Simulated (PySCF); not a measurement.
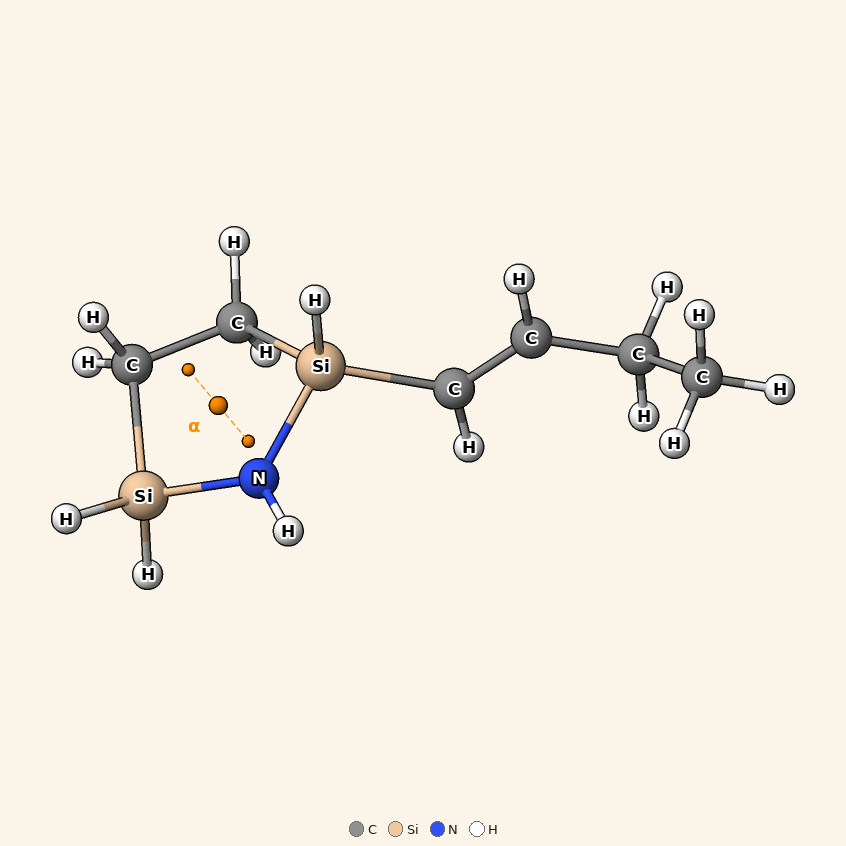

The small points mark where nucleus-independent chemical shifts (NICS) were computed: at the centre of each lettered ring and 1 Å above and below it. The computed structure is the end point of a GFN2-xTB optimisation. No frequency run is at hand to confirm it as a minimum. Level of theory: GIAO PBE0/pcSseg-1 NMR shielding, non-relativistic, gas phase (PySCF 2.14.0).

Give NICS(0), NICS(1) and the out-of-plane component NICS(1)zz for each ring (means of the two sides).

| ring | members | NICS(0) | NICS(1) | NICS(1)zz |
| --- | --- | --- | --- | --- |
| α | C2NSi2 | −5.2 | −3.0 | −1.3 |

Values in ppm.

Question: What do the values say about the ring currents?

Answer: Ring α: weak, as in a non-aromatic ring. NICS is one index among several.

The geometry is semi-empirical. Around Si such bond lengths and angles can be off by a tenth of an ångström or more and by several degrees, and values that hang on the shape move with them.
